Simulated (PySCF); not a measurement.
# C6H9BO2: runs on many settings

Aim: see how C6H9BO2 (`C=C1C=C1B(OC)OC`) answers to the choice of functional, basis, grid and SCF options.

Computed with PySCF 2.14.0, with density-fitted response routines of our own, on a single molecule, in the gas phase or a continuum. Atoms count from 0, in the outputs and in this text.

### 1 Starting geometry

18 atoms, charge 0, multiplicity 1; geometry from: GFN2-xTB.

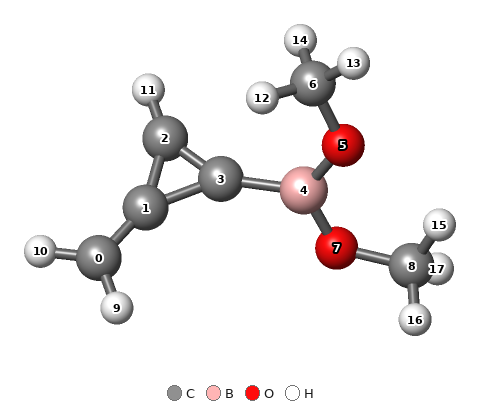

The starting geometry (carbon grey, boron pink, oxygen red, hydrogen white), atoms numbered.

### 2 Nuclear shieldings: PBE0/pcSseg-1

What the job is given:

```
{"job": {"kind": "nmr", "xc": "PBE0", "basis": "pcSseg-1"}, "charge": 0, "multiplicity": 1}
C      3.118197    -1.195616    -0.666669
C      2.244328    -0.482559    -0.000870
C      1.852903     0.471736     0.992191
C      0.865030    -0.034916     0.251221
B     -0.629588    -0.113049    -0.150149
O     -1.323138     0.957876    -0.637264
C     -0.756643     2.234454    -0.793232
O     -1.240576    -1.305442    -0.013233
C     -2.591970    -1.531225    -0.349554
H      2.814416    -1.864650    -1.453040
H      4.171450    -1.143084    -0.447006
H      2.134611     1.101967     1.801998
H      0.183325     2.186259    -1.349608
H     -1.474507     2.844234    -1.343369
H     -0.564231     2.693139     0.180759
H     -3.083438    -0.609275    -0.661430
H     -2.629429    -2.260017    -1.162359
H     -3.099497    -1.943514     0.525196
```

Method: GIAO PBE0/pcSseg-1 NMR shielding, non-relativistic, gas phase.

Run with:

```
OMP_NUM_THREADS=1 python probes_run.py task.json out
```

The driver reads the jobs from task.json and runs them one after another.

The program printed:

```text
coarse grid: 15360 points
cycle   1  E = -408.6012916741  dE =  1.473e+00  |g| = 7.997e-01  |ddm| = 3.792e+00
cycle   2  E = -408.4719329859  dE =  1.294e-01  |g| = 1.158e+00  |ddm| = 1.406e+00
cycle   3  E = -408.7260172341  dE = -2.541e-01  |g| = 1.031e-01  |ddm| = 8.773e-01
cycle   4  E = -408.7282023255  dE = -2.185e-03  |g| = 3.780e-02  |ddm| = 1.259e-01
cycle   5  E = -408.7285170316  dE = -3.147e-04  |g| = 1.594e-02  |ddm| = 4.716e-02
cycle   6  E = -408.7285730706  dE = -5.604e-05  |g| = 3.925e-03  |ddm| = 1.444e-02
cycle   7  E = -408.7285762119  dE = -3.141e-06  |g| = 1.233e-03  |ddm| = 3.711e-03
final grid: 149224 points
cycle   8  E = -408.8016198008  dE = -3.387e-05  |g| = 1.271e-02  |ddm| = 3.042e-02
cycle   9  E = -408.8015914798  dE =  2.832e-05  |g| = 1.793e-02  |ddm| = 1.885e-02
cycle  10  E = -408.8016514801  dE = -6.000e-05  |g| = 1.771e-03  |ddm| = 1.123e-02
cycle  11  E = -408.8016521615  dE = -6.814e-07  |g| = 3.144e-04  |ddm| = 1.364e-03
cycle  12  E = -408.8016521816  dE = -2.009e-08  |g| = 1.598e-04  |ddm| = 4.687e-04
cycle  13  E = -408.8016521877  dE = -6.145e-09  |g| = 3.650e-05  |ddm| = 1.600e-04
cycle  14  E = -408.8016521880  dE = -2.884e-10  |g| = 1.070e-05  |ddm| = 3.738e-05
converged SCF energy = -408.8016521880

GIAO shielding tensors (ppm)
atom      isotropic    diamagn.    paramagn.     s11        s22        s33       span
  0 C      121.999     257.995    -135.996     52.563    136.525    176.909    124.346
  1 C       60.171     264.641    -204.469    -56.799     25.695    211.619    268.418
  2 C       36.848     257.569    -220.721    -81.339      7.002    184.880    266.220
  3 C       33.041     245.671    -212.630    -95.252     -7.799    202.175    297.427
  4 B       75.417     198.313    -122.896     59.177     73.424     93.649     34.471
  5 O      231.394     395.390    -163.997     64.113    280.089    349.979    285.866
  6 C      131.557     244.307    -112.750    106.020    107.542    181.107     75.087
  7 O      225.783     397.110    -171.327     88.303    239.060    349.987    261.684
  8 C      133.779     242.039    -108.259    101.441    116.699    183.197     81.756
  9 H       27.671      33.810      -6.138     24.361     27.186     31.467      7.106
 10 H       27.627      27.886      -0.259     24.568     26.621     31.692      7.124
 11 H       23.171      34.614     -11.443     19.688     24.557     25.269      5.581
 12 H       28.157      30.079      -1.922     24.466     27.017     32.989      8.523
 13 H       27.781      27.809      -0.028     23.727     26.064     33.551      9.825
 14 H       27.910      30.038      -2.128     24.201     25.919     33.611      9.410
 15 H       27.009      28.875      -1.866     22.374     27.145     31.507      9.133
 16 H       27.911      27.743       0.169     23.629     25.965     34.139     10.510
 17 H       27.966      27.600       0.366     23.893     25.790     34.215     10.322
```

It took 39 s on 1 thread of Arm Neoverse V1, shared host; peak memory 0.86 GiB.

Shifts follow as δ = σ(reference) − σ, with reference shieldings (ppm) from runs at the same level and on the same kind of geometry: ¹H TMS 31.72, ¹³C TMS 186.9, ¹⁷O H2O 336.1, ¹¹B BF3·OEt2 100.1. The references are single molecules in the gas phase, so shifts against H2O, NH3, PH3, H3PO4 or CFCl3 are not on the usual liquid scales and can be off by tens of ppm. Atoms listed in one row are averaged.

```
                       atoms                              environment  σ (ppm)  δ (ppm)  δ scaled to CDCl3
                          C3          fully substituted alkene carbon     33.0    153.9              148.3
                          C2                                alkene CH     36.8    150.1              144.6
                          C1          fully substituted alkene carbon     60.2    126.8              121.8
                          C0                     terminal =CH2 carbon    122.0     64.9               61.5
                      C6, C8                methyl carbon bonded to O    132.7     54.3               51.0
                         H11                 hydrogen on an alkene CH    23.17     8.55               8.16
                         H10       hydrogen on a terminal =CH2 carbon    27.63     4.09               3.96
                          H9       hydrogen on a terminal =CH2 carbon    27.67     4.05               3.92
H12, H13, H14, H15, H16, H17  hydrogen on a methyl carbon bonded to O    27.79     3.93               3.81
                          B4                   boron bonded to C, 2 O     75.4     24.7                  –
                      O5, O7                    oxygen bonded to C, B    228.6    107.5                  –
```

The scaled column applies a straight-line fit of computed shieldings to shifts measured in CDCl3 (root-mean-square error 0.16 ppm for H, 1.9 ppm for C).

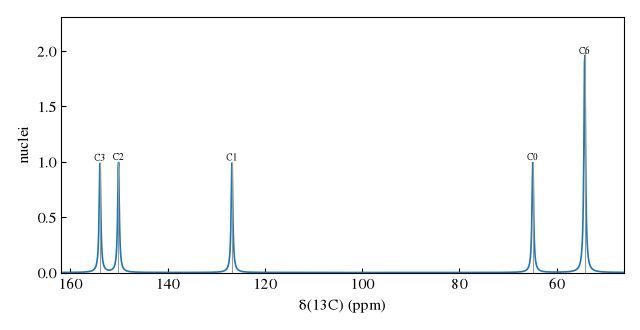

¹³C lines at the computed shifts, without couplings. Lines are broadened to a width of 0.40 ppm (Lorentzian).

Charges from the same density, by scheme (e):

```
 atoms  Mulliken    IAO  Hirshfeld  ESP fit
    C0     -0.19  -0.46      -0.18    -0.82
    C1     -0.13   0.05      -0.01     0.31
    C2     -0.11  -0.12      -0.02    -0.17
    C3     -0.15  -0.11      -0.05    -0.31
    B4      0.64   0.47       0.25     0.79
O5, O7     -0.50  -0.39      -0.17    -0.38
C6, C8     -0.02  -0.20      -0.03    -0.23
```

Hirshfeld charges:

C0 -0.18; C1 -0.01; C2 -0.02; C3 -0.05; B4 0.25; O5 -0.17; C6 -0.03; O7 -0.17; C8 -0.03; H9 0.03; H10 0.03; H11 0.08; H12 0.04; H13 0.05; H14 0.04; H15 0.04; H16 0.05; H17 0.05

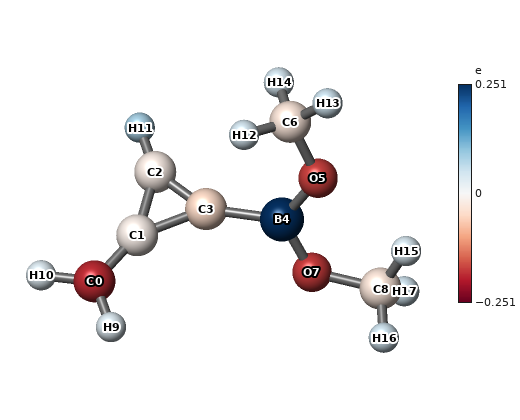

Hirshfeld charges, as colours on the atoms.

Mayer bond orders: C0–C1 2.02, C1–C2 0.95, C2–C3 1.59, C3–B4 0.86, B4–O5 1.14, O5–C6 0.88, B4–O7 1.25, O7–C8 0.88, C3–C1 0.86.

Ring of atoms C1, C2, C3: NICS(0) -22.8, NICS(1) -8.3, NICS(1)zz -12.9 ppm (means of both faces).

In rings of three or four atoms NICS is ruled by the nearby σ bonds, so it says little on aromaticity.

The fields below are evaluated on a grid from the run's orbitals.

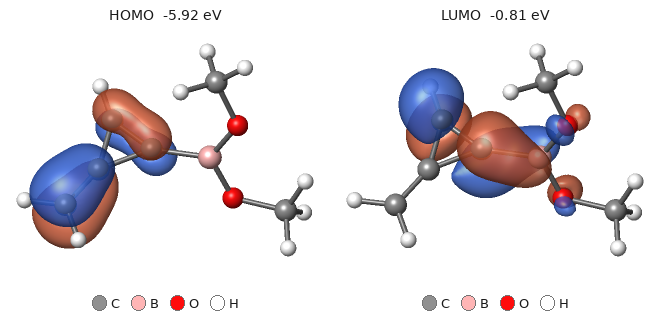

Frontier orbitals at PBE0/pcSseg-1; each surface holds 70 % of the orbital's density, blue and red mark the sign.

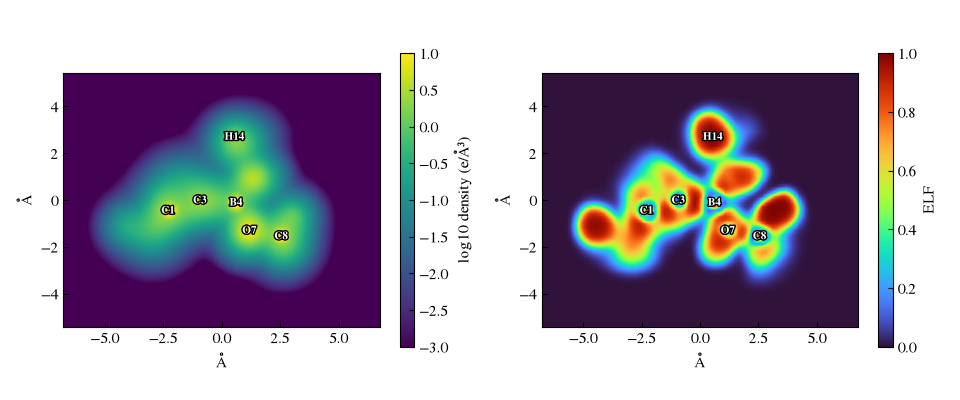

Density (left) and ELF (right) in a plane through or near 6 of the atoms.

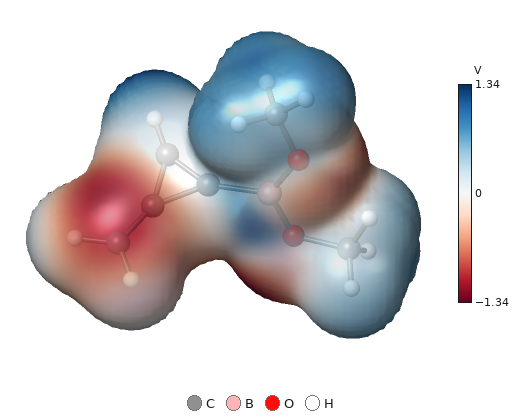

Electrostatic potential on the surface of density 0.002 e/bohr³; red is low, blue high. It runs, from the 1st to the 99th percentile, from -1.34 V near O7 to 1.27 V near H11.

### 3 TDDFT and polarisability: PBE0/def2-SVPD

The job, as its differences from that of step 2:

```diff
@@ -1,2 +1,2 @@
-{"job": {"kind": "nmr", "xc": "PBE0", "basis": "pcSseg-1"}, "charge": 0, "multiplicity": 1}
+{"job": {"kind": "uv", "xc": "PBE0", "basis": "def2-SVPD", "nstates": 6, "ntriplets": 2}, "charge": 0, "multiplicity": 1}
 C      3.118197    -1.195616    -0.666669
```

Method: TDDFT PBE0/def2-SVPD, vertical, gas phase, core orbitals frozen in the response.

The program printed:

```text
coarse grid: 15360 points
cycle   1  E = -408.3774176804  dE =  1.393e+00  |g| = 7.628e-01  |ddm| = 7.793e+00
cycle   2  E = -408.2381786970  dE =  1.392e-01  |g| = 1.139e+00  |ddm| = 2.245e+00
cycle   3  E = -408.4976641655  dE = -2.595e-01  |g| = 9.669e-02  |ddm| = 1.276e+00
cycle   4  E = -408.4996275162  dE = -1.963e-03  |g| = 3.776e-02  |ddm| = 2.567e-01
cycle   5  E = -408.4999606513  dE = -3.331e-04  |g| = 1.565e-02  |ddm| = 9.530e-02
cycle   6  E = -408.5000170197  dE = -5.637e-05  |g| = 4.036e-03  |ddm| = 3.309e-02
cycle   7  E = -408.5000205643  dE = -3.545e-06  |g| = 1.263e-03  |ddm| = 8.960e-03
final grid: 149224 points
cycle   8  E = -408.5719139459  dE = -3.827e-05  |g| = 1.176e-02  |ddm| = 1.431e-01
cycle   9  E = -408.5718877344  dE =  2.621e-05  |g| = 1.664e-02  |ddm| = 3.808e-02
cycle  10  E = -408.5719430829  dE = -5.535e-05  |g| = 1.700e-03  |ddm| = 1.985e-02
cycle  11  E = -408.5719437415  dE = -6.586e-07  |g| = 2.848e-04  |ddm| = 2.705e-03
cycle  12  E = -408.5719437577  dE = -1.622e-08  |g| = 1.545e-04  |ddm| = 8.353e-04
cycle  13  E = -408.5719437636  dE = -5.901e-09  |g| = 3.694e-05  |ddm| = 3.396e-04
cycle  14  E = -408.5719437639  dE = -3.017e-10  |g| = 1.059e-05  |ddm| = 8.505e-05
converged SCF energy = -408.5719437639

Static polarisability (au): isotropic 92.822, principal 71.887 92.298 114.282

Singlet excitations
state   eV       nm        f      main configurations
  1   3.9645    312.7   0.03215   H->L 0.99
  2   5.4160    228.9   0.00056   H->L+1 0.73, H-1->L 0.19
  3   5.4955    225.6   0.00412   H-1->L 0.76, H->L+1 0.20
  4   5.6811    218.2   0.01702   H->L+2 0.92
  5   6.2185    199.4   0.01360   H->L+3 0.86
  6   6.3857    194.2   0.04021   H->L+4 0.57, H->L+5 0.15, H->L+7 0.11

Triplet excitations (Tamm-Dancoff, eV): 2.9895 4.7110
```

Wall time 61 s (1 thread of Arm Neoverse V1, shared host); peak memory 1 GiB.

Frontier orbitals and where they lie:

```
orbital     eV                      atoms
 HOMO−3  -9.29  O7 31 %, O5 15 %, C8 14 %
 HOMO−2  -8.49   O7 33 %, O5 31 %, C6 8 %
 HOMO−1  -8.08  C1 24 %, C3 17 %, C2 15 %
   HOMO  -5.97  C0 39 %, C1 26 %, C3 12 %
   LUMO  -0.90  C3 32 %, C2 31 %, B4 10 %
 LUMO+1   0.34   B4 38 %, C6 11 %, O5 7 %
 LUMO+2   0.87  B4 20 %, O7 14 %, O5 12 %
```

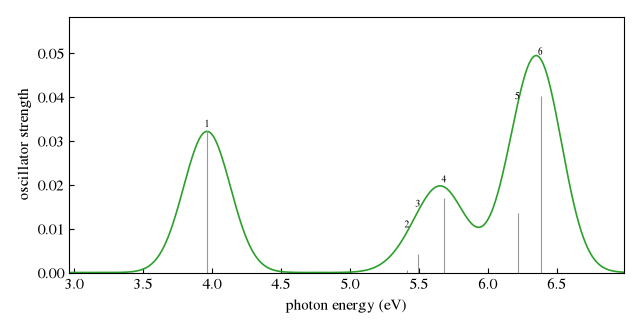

Absorption spectrum from the 6 singlet states computed; above the last one it falls off for lack of states. Lines are broadened to a width of 0.40 eV (Gaussian).

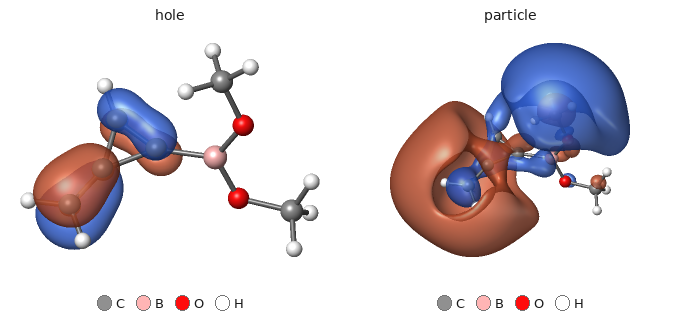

Leading natural transition orbitals of singlet state 6: the electron leaves the hole (left) for the particle orbital (right).

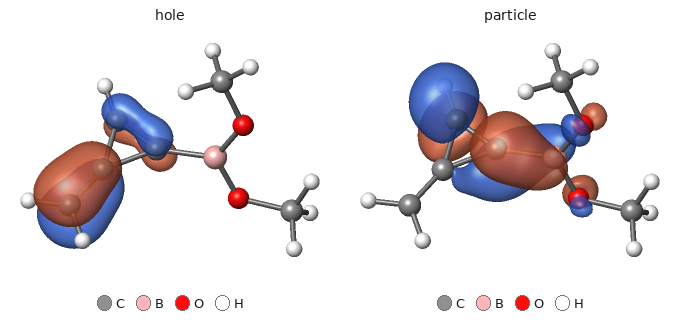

Leading natural transition orbitals of singlet state 1: the electron leaves the hole (left) for the particle orbital (right).

Further results of this job:

```
           property  computed
  dipole moment (D)      2.94
polarisability (Å³)     13.75
 HOMO–LUMO gap (eV)      5.07
      −ε(HOMO) (eV)      5.97
```

### 4 Shielding tensors: HF/pcSseg-1 in cyclohexane

The job, as its differences from that of step 3:

```diff
@@ -1,2 +1,2 @@
-{"job": {"kind": "uv", "xc": "PBE0", "basis": "def2-SVPD", "nstates": 6, "ntriplets": 2}, "charge": 0, "multiplicity": 1}
+{"job": {"kind": "nmr", "xc": "HF", "basis": "pcSseg-1", "solvent": "cyclohexane", "pop": true, "scf": {"aux": "def2-qzvpp-jkfit"}, "grid": 4}, "charge": 0, "multiplicity": 1}
 C      3.118197    -1.195616    -0.666669
```

Method: GIAO HF/pcSseg-1 NMR shielding, non-relativistic, IEF-PCM cyclohexane.

The program printed:

```text
final grid: 397648 points
cycle   1  E = -406.6194886808  dE =  2.367e+00  |g| = 7.609e-01  |ddm| = 3.668e+00
cycle   2  E = -406.7453692989  dE = -1.259e-01  |g| = 3.944e-01  |ddm| = 7.813e-01
cycle   3  E = -406.7741747344  dE = -2.881e-02  |g| = 8.707e-02  |ddm| = 2.730e-01
cycle   4  E = -406.7763990555  dE = -2.224e-03  |g| = 1.547e-02  |ddm| = 1.209e-01
cycle   5  E = -406.7764808857  dE = -8.183e-05  |g| = 4.104e-03  |ddm| = 2.244e-02
cycle   6  E = -406.7764893088  dE = -8.423e-06  |g| = 1.344e-03  |ddm| = 8.621e-03
cycle   7  E = -406.7764908261  dE = -1.517e-06  |g| = 7.288e-04  |ddm| = 3.229e-03
cycle   8  E = -406.7764911830  dE = -3.569e-07  |g| = 2.244e-04  |ddm| = 1.719e-03
cycle   9  E = -406.7764912462  dE = -6.314e-08  |g| = 1.010e-04  |ddm| = 7.247e-04
cycle  10  E = -406.7764912548  dE = -8.630e-09  |g| = 3.117e-05  |ddm| = 2.861e-04
cycle  11  E = -406.7764912559  dE = -1.065e-09  |g| = 1.407e-05  |ddm| = 1.050e-04
cycle  12  E = -406.7764912560  dE = -1.320e-10  |g| = 5.478e-06  |ddm| = 3.145e-05
converged SCF energy = -406.7764912560

GIAO shielding tensors (ppm)
atom      isotropic    diamagn.    paramagn.     s11        s22        s33       span
  0 C      134.859     256.459    -121.600     62.203    157.508    184.866    122.663
  1 C       65.375     266.120    -200.744    -72.879     39.173    229.831    302.710
  2 C       47.033     261.196    -214.162    -91.312     33.669    198.743    290.054
  3 C       40.572     245.352    -204.781   -106.596     10.477    217.833    324.429
  4 B       86.591     193.992    -107.402     73.565     83.841    102.366     28.801
  5 O      268.637     396.690    -128.053    118.626    314.395    372.891    254.265
  6 C      142.130     241.240     -99.110    119.740    121.740    184.910     65.170
  7 O      264.274     399.199    -134.925    137.975    286.303    368.545    230.570
  8 C      143.933     238.315     -94.382    116.442    126.930    188.426     71.984
  9 H       28.297      33.394      -5.097     24.239     27.700     32.951      8.712
 10 H       28.258      28.622      -0.363     24.482     26.958     33.336      8.854
 11 H       23.449      34.344     -10.895     20.168     23.908     26.271      6.103
 12 H       28.793      29.891      -1.098     24.793     27.850     33.737      8.944
 13 H       28.199      28.065       0.134     23.778     26.322     34.497     10.719
 14 H       28.485      30.025      -1.541     24.590     26.446     34.418      9.829
 15 H       27.660      28.667      -1.007     22.657     28.278     32.046      9.388
 16 H       28.377      27.739       0.637     23.840     26.261     35.029     11.188
 17 H       28.425      27.627       0.798     24.079     26.068     35.127     11.048
```

Wall time 16 s (1 thread of Arm Neoverse V1, shared host); peak memory 0.94 GiB.

In short: δ C3 153.1, C2 146.7, C1 128.3, C0 58.9, H11 8.69, H10 3.88 ppm.

### 5 Excited states and response: HF/STO-3G

The job, as its differences from that of step 4:

```diff
@@ -1,2 +1,2 @@
-{"job": {"kind": "nmr", "xc": "HF", "basis": "pcSseg-1", "solvent": "cyclohexane", "pop": true, "scf": {"aux": "def2-qzvpp-jkfit"}, "grid": 4}, "charge": 0, "multiplicity": 1}
+{"job": {"kind": "uv", "xc": "HF", "basis": "STO-3G", "nstates": 1, "ntriplets": 2, "tda": false}, "charge": 0, "multiplicity": 1}
 C      3.118197    -1.195616    -0.666669
```

With the program's defaults for keys left out, this is: TDDFT HF/STO-3G, vertical, gas phase, core orbitals frozen in the response.

The program printed:

```text
final grid: 149224 points
cycle   1  E = -401.5392046196  dE =  2.602e+00  |g| = 6.433e-01  |ddm| = 5.538e+00
cycle   2  E = -401.6776684977  dE = -1.385e-01  |g| = 2.146e-01  |ddm| = 1.085e+00
cycle   3  E = -401.6917010105  dE = -1.403e-02  |g| = 4.393e-02  |ddm| = 3.014e-01
cycle   4  E = -401.6926168133  dE = -9.158e-04  |g| = 9.876e-03  |ddm| = 9.618e-02
cycle   5  E = -401.6926492323  dE = -3.242e-05  |g| = 2.279e-03  |ddm| = 1.367e-02
cycle   6  E = -401.6926538475  dE = -4.615e-06  |g| = 9.637e-04  |ddm| = 6.397e-03
cycle   7  E = -401.6926545701  dE = -7.226e-07  |g| = 2.927e-04  |ddm| = 2.661e-03
cycle   8  E = -401.6926546683  dE = -9.818e-08  |g| = 1.176e-04  |ddm| = 1.018e-03
cycle   9  E = -401.6926546807  dE = -1.244e-08  |g| = 3.722e-05  |ddm| = 3.889e-04
cycle  10  E = -401.6926546819  dE = -1.214e-09  |g| = 2.059e-05  |ddm| = 9.780e-05
cycle  11  E = -401.6926546822  dE = -2.561e-10  |g| = 4.700e-06  |ddm| = 5.607e-05
converged SCF energy = -401.6926546822

Static polarisability (au): isotropic 45.474, principal 26.902 48.613 60.907

Singlet excitations
state   eV       nm        f      main configurations
  1   6.9170    179.2   0.13690   H->L 0.91

Triplet excitations (Tamm-Dancoff, eV): 3.3427 4.5297
```

Run time: 1.1 s. Hardware: 1 thread of Arm Neoverse V1, shared host; peak memory 0.36 GiB.

This run: HOMO -5.99 eV, LUMO 7.06 eV; lowest singlet 6.92 eV.

[end of part 1 of 2]
